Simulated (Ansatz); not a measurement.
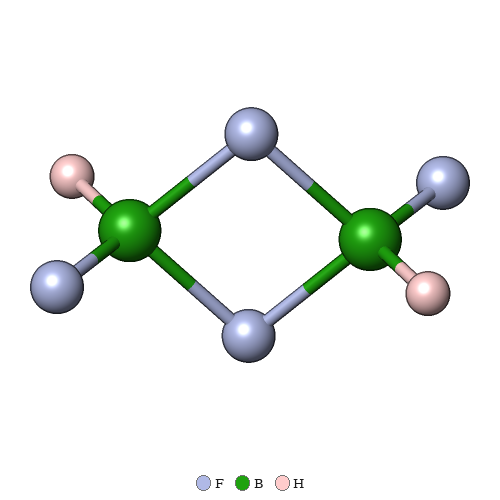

Sticks follow a distance rule. Harmonic vibrations computed with RKS PBE0-D4/def2-TZVP (Ansatz 0.2.0) at a stationary point of the same level.

Q: Is this a minimum or a saddle point?

A: A minimum: no imaginary frequency, and the lowest mode lies at 82 cm⁻¹.

Q: List the wavenumbers.

A: 18 modes: 82, 241, 266, 350, 423, 537, 625, 697, 738, 813, 991, 1079, 1079, 1089, 1296, 1325, 2715, 2715 cm⁻¹.
